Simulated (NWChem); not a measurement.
**C4H10Si (SMILES C[Si]1(C)CC1) at 4 levels**

We compute a comparison of 4 runs (HF/STO-3G, HF/3-21G, B3LYP/6-31G*) of C4H10Si. 

The calculation is run with NWChem 7.3.0.

### 1 The system as given

C4H10Si has 15 atoms, charge 0, and is taken as a singlet. As SMILES, `C[Si]1(C)CC1`. The shape is that of a PBE0-D4/def2-TZVP optimisation.

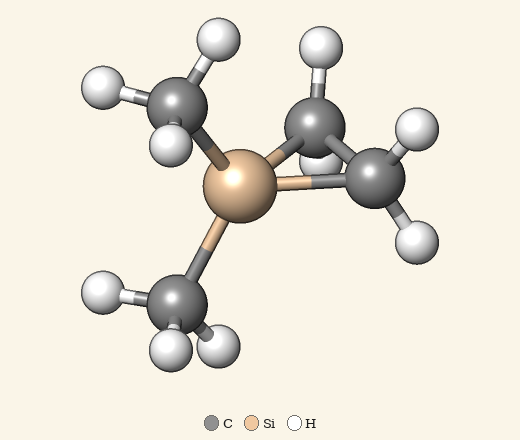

Viewed from a chosen angle; carbon grey, silicon light orange, hydrogen white.

### 2 Energy and forces at HF/STO-3G (run 1)

run.py

```python
from ase import Atoms
from ase.calculators.nwchem import NWChem

mol = Atoms(['C', 'Si', 'C', 'C', 'C', 'H', 'H', 'H', 'H', 'H', 'H', 'H', 'H', 'H', 'H'], positions=[
    [-1.106600, 1.478100, 0.623200],
    [-0.059600, 0.013400, 0.141500],
    [0.221200, -1.229200, 1.501800],
    [1.218300, 0.214700, -1.169600],
    [-0.063300, -0.556800, -1.609900],
    [-0.649900, 2.036700, 1.444100],
    [-1.222100, 2.155400, -0.225600],
    [-2.102500, 1.162600, 0.944300],
    [-0.724600, -1.646100, 1.857000],
    [0.728800, -0.772300, 2.355100],
    [0.840400, -2.052500, 1.139600],
    [2.132200, -0.371200, -1.138400],
    [1.370900, 1.180600, -1.642000],
    [-0.683100, -0.056000, -2.347700],
    [0.078000, -1.607800, -1.843900],
])

calc = NWChem(
    label='nw',
    theory='scf',
    memory='2200 mb',
    basis='STO-3G',
    basispar='spherical bse',
    scf={'nopen': '0', 'rhf': None, 'thresh': '1e-08', 'maxiter': '80'},
)
mol.calc = calc

forces = mol.get_forces()
e = mol.get_potential_energy()
print(f"E = {e:.6f} eV")
print("forces (eV/A):")
for s, f in zip(mol.symbols, forces):
    print(f"{s:2s} {f[0]:10.5f} {f[1]:10.5f} {f[2]:10.5f}")
print("dipole (e A):", mol.get_dipole_moment().round(4))
```

Launch:

```
$ export ASE_NWCHEM_COMMAND="nwchem PREFIX.nwi > PREFIX.nwo"
$ python run.py
```

The program printed:

```text
E = -12001.455936 eV
forces (eV/A):
C    -0.08562    0.14162    0.00108
Si    0.56076   -0.16033   -1.34839
C     0.04839   -0.13200    0.09390
C    -0.48573   -0.03893    0.61722
C    -0.08310    0.20425    0.75822
H    -0.22857   -0.20121   -0.34617
H    -0.00309   -0.21942    0.39214
H     0.40402    0.18023   -0.12809
H     0.42156    0.14614   -0.11786
H    -0.21340   -0.23510   -0.33537
H    -0.25295    0.29213    0.22384
H    -0.22826    0.17432   -0.05852
H    -0.00525   -0.27819    0.08845
H     0.18574   -0.16167    0.15293
H    -0.03456    0.28817    0.00663
dipole (e A): [-0.1004  0.029   0.2412]
```

The calculator wrote nw.nwi:

```
title "nw"

permanent_dir nw

scratch_dir nw

start nw

geometry units angstrom nocenter noautosym noautoz
  C  -1.1066000000000000e+00 1.4781000000000000e+00 6.2319999999999998e-01
  Si -5.9600000000000000e-02 1.3400000000000000e-02 1.4149999999999999e-01
  C  2.2120000000000001e-01 -1.2292000000000001e+00 1.5018000000000000e+00
  C  1.2182999999999999e+00 2.1470000000000000e-01 -1.1696000000000000e+00
  C  -6.3299999999999995e-02 -5.5679999999999996e-01 -1.6099000000000001e+00
  H  -6.4990000000000003e-01 2.0367000000000002e+00 1.4440999999999999e+00
  H  -1.2221000000000000e+00 2.1554000000000002e+00 -2.2559999999999999e-01
  H  -2.1025000000000000e+00 1.1626000000000001e+00 9.4430000000000003e-01
  H  -7.2460000000000002e-01 -1.6460999999999999e+00 1.8570000000000000e+00
  H  7.2880000000000000e-01 -7.7229999999999999e-01 2.3551000000000002e+00
  H  8.4040000000000004e-01 -2.0525000000000002e+00 1.1395999999999999e+00
  H  2.1322000000000001e+00 -3.7119999999999997e-01 -1.1384000000000001e+00
  H  1.3709000000000000e+00 1.1806000000000001e+00 -1.6419999999999999e+00
  H  -6.8310000000000004e-01 -5.6000000000000001e-02 -2.3477000000000001e+00
  H  7.8000000000000000e-02 -1.6077999999999999e+00 -1.8439000000000001e+00
end

memory 2200 mb

basis spherical bse noprint
   * library STO-3G
end

scf
  nopen 0
  rhf
  thresh 1e-08
  maxiter 80
end

task scf gradient
```

nw.nwo:

```text
Northwest Computational Chemistry Package (NWChem) 7.3.0
             --------------------------------------------------------

           Job information
           ---------------

    nwchem branch   = 7.3.0
    use scalapack   = T
    input           = nw.nwi
    prefix          = nw.
    data base       = nw/nw.db
    status          = startup
    nproc           =        1

           Memory information
           ------------------

[... 5 lines left out ...]
    hardfail = no
[... 151 lines left out ...]
         Quadratically convergent ROHF
[... 14 lines left out ...]
       Final RHF  results
[... 4 lines left out ...]
      Two-electron energy =    396.540664352860
[... 43 lines left out ...]
                       ROHF Final Molecular Orbital Analysis
[... 248 lines left out ...]
                 ----------------------------------------
                 |  Time  |  1-e(secs)   |  2-e(secs)   |
                 ----------------------------------------
                 |  CPU   |       0.00   |       0.38   |
                 ----------------------------------------
                 |  WALL  |       0.00   |       0.38   |
                 ----------------------------------------

 Task  times  cpu:        5.0s     wall:        5.0s
 Total times  cpu:        5.0s     wall:        5.0s
```

Wall time 6.9 s (1 thread of AMD EPYC 7R13 (Zen 3), shared host); peak memory 0.096 GiB.

### 3 Energy and gradient at HF/3-21G (run 2)

input.nw

```
start input
title "C4H10Si hf"
memory stack 880 mb heap 220 mb global 1100 mb

geometry noautosym nocenter noautoz
C     -1.106600     1.478100     0.623200
Si    -0.059600     0.013400     0.141500
C      0.221200    -1.229200     1.501800
C      1.218300     0.214700    -1.169600
C     -0.063300    -0.556800    -1.609900
H     -0.649900     2.036700     1.444100
H     -1.222100     2.155400    -0.225600
H     -2.102500     1.162600     0.944300
H     -0.724600    -1.646100     1.857000
H      0.728800    -0.772300     2.355100
H      0.840400    -2.052500     1.139600
H      2.132200    -0.371200    -1.138400
H      1.370900     1.180600    -1.642000
H     -0.683100    -0.056000    -2.347700
H      0.078000    -1.607800    -1.843900
end

basis spherical bse
C library 3-21G
Si library 3-21G
H library 3-21G
end

scf
thresh 1e-08
maxiter 80
end

task scf gradient
```

Launch:

```
$ nwchem input.nw > input.out
```

The program printed:

```text
[...]
  functions       =    69
[...]
  wavefunction    = RHF
[...]
         Total SCF energy =   -443.811532525884
      One-electron energy =  -1070.727036754009
      Two-electron energy =    394.428844179108
 Nuclear repulsion energy =    232.486660049017
        Time for solution =      4.1s
[...]
                         RHF ENERGY GRADIENTS
    atom               coordinates                        gradient
                 x          y          z           x          y          z
   1 C      -2.091171   2.793204   1.177677    0.011227  -0.015626  -0.005300
   2 Si     -0.112628   0.025322   0.267396    0.004722  -0.001398  -0.011340
   3 C       0.418007  -2.322851   2.837990   -0.002927   0.013240  -0.014727
   4 C       2.302253   0.405724  -2.210224   -0.026395  -0.009235   0.011388
   5 C      -0.119620  -1.052199  -3.042270    0.011473   0.013546   0.024358
   6 H      -1.228133   3.848805   2.728953    0.002694   0.001682   0.003589
   7 H      -2.309434   4.073115  -0.426322    0.000191   0.002235  -0.004457
   8 H      -3.973149   2.196995   1.784468   -0.003970  -0.002340   0.001288
   9 H      -1.369295  -3.110678   3.509221   -0.004566  -0.001152   0.000913
  10 H       1.377232  -1.459435   4.450494    0.002133   0.002866   0.003206
  11 H       1.588126  -3.878663   2.153532    0.002780  -0.003073  -0.002698
[...]
```

Run time: 6 s. Hardware: 1 thread of AMD EPYC 7R13 (Zen 3), shared host; peak memory 0.097 GiB.

Run 3 isn't shown in full; the table further down has it.

### 4 Energy and forces at B3LYP/6-31G(d) (Cartesian functions) (run 4)

calc.xyz

```xyz
15
C4H10Si B3LYP
C     -1.106600     1.478100     0.623200
Si    -0.059600     0.013400     0.141500
C      0.221200    -1.229200     1.501800
C      1.218300     0.214700    -1.169600
C     -0.063300    -0.556800    -1.609900
H     -0.649900     2.036700     1.444100
H     -1.222100     2.155400    -0.225600
H     -2.102500     1.162600     0.944300
H     -0.724600    -1.646100     1.857000
H      0.728800    -0.772300     2.355100
H      0.840400    -2.052500     1.139600
H      2.132200    -0.371200    -1.138400
H      1.370900     1.180600    -1.642000
H     -0.683100    -0.056000    -2.347700
H      0.078000    -1.607800    -1.843900
```

calc.nw

```
start calc
title "C4H10Si B3LYP"
memory stack 880 mb heap 220 mb global 1100 mb

geometry units angstrom noautosym nocenter noautoz
  load calc.xyz
end

basis
  * library 6-31G*
end

dft
  xc b3lyp
  grid fine
  convergence energy 1e-08
  iterations 100
  mulliken
end

task dft gradient
```

Launch:

```
$ nwchem calc.nw > calc.out
```

The program printed:

```text
[...]
          Wavefunction type:  closed shell.
          No. of atoms     :    15
          No. of electrons :    48
[...]
          Charge           :     0
          Spin multiplicity:     1
[...]
          AO basis - number of functions:    99
[...]
              XC Information
              --------------
                         B3LYP Method XC Potential
                     Hartree-Fock (Exact) Exchange  0.200
                        Slater Exchange Functional  0.800 local
                    Becke 1988 Exchange Functional  0.720 non-local
              Lee-Yang-Parr Correlation Functional  0.810
                  VWN I RPA Correlation Functional  0.190 local
[...]
 d= 0,ls=0.0,diis     1   -447.8738841868 -6.80D+02  7.52D-03  5.33D-01     4.0
[...]
 d= 0,ls=0.0,diis     8   -447.9229709528 -1.06D-10  1.25D-06  1.44D-08    25.6
         Total DFT energy =     -447.922970952776
      One electron energy =    -1074.732951099442
           Coulomb energy =      440.764106449540
    Exchange-Corr. energy =      -46.440786351892
 Nuclear repulsion energy =      232.486660049017
[...]
      Total Density - Mulliken Population Analysis
     ---------------------------------------------
    Atom       Charge   Shell Charges
 -----------   ------   -------------------------------------------------------
    1 C    6     6.65   1.99  0.67  2.14  0.67  1.15  0.02
    2 Si  14    13.41   2.00  1.99  5.96  0.99  1.82  0.18  0.33  0.15
    3 C    6     6.65   1.99  0.67  2.14  0.67  1.15  0.02
    4 C    6     6.46   1.99  0.67  2.10  0.63  1.04  0.02
    5 C    6     6.46   1.99  0.67  2.10  0.63  1.04  0.02
    6 H    1     0.83   0.52  0.31
    7 H    1     0.83   0.52  0.31
    8 H    1     0.83   0.52  0.31
    9 H    1     0.83   0.52  0.31
   10 H    1     0.83   0.52  0.31
[...]
  wavefunction    = closed shell
[...]
```

Run time: 32 s. Hardware: 1 thread of AMD EPYC 7R13 (Zen 3), shared host; peak memory 0.13 GiB.

### 5 Overview of the runs

```
run                               level  iteration cap  module  energy (Eh)  dipole moment (D)  HOMO energy (eV)  LUMO energy (eV)  wall time
  1                           HF/STO-3G             80     scf  -441.045374               1.26             -7.28             11.15      6.9 s
  2                            HF/3-21G             80     scf  -443.811533               1.10             -9.07              5.70        6 s
  3  B3LYP/6-31G* (spherical functions)            100     dft  -447.918338                  –                 –                 –       33 s
  4  B3LYP/6-31G* (Cartesian functions)            100     dft  -447.922971               0.83             -5.99              1.87       32 s
```

### 6 What came out

| quantity | value |
| --- | --- |
| run 4: total energy | -447.92297 Eh |
| run 4: dipole moment | 0.83 D |
| run 4: HOMO energy | -5.99 eV |
| run 4: LUMO energy | 1.87 eV |
| run 4: HOMO–LUMO gap | 7.86 eV |
| run 4: largest force on an atom | 0.299 eV/Å |

What this shows: Over runs 1, 2, 4 the dipole moment (its size) runs from 0.83 D (B3LYP/6-31G*) to 1.26 D (HF/STO-3G). The two ends differ in method and basis. Over runs 1, 2, 4 the HOMO–LUMO gap runs from 7.86 eV (B3LYP/6-31G*) to 18.43 eV (HF/STO-3G). In run 1 the basis is minimal, so the values are rough. All runs together took 78 s, the longest 33 s.
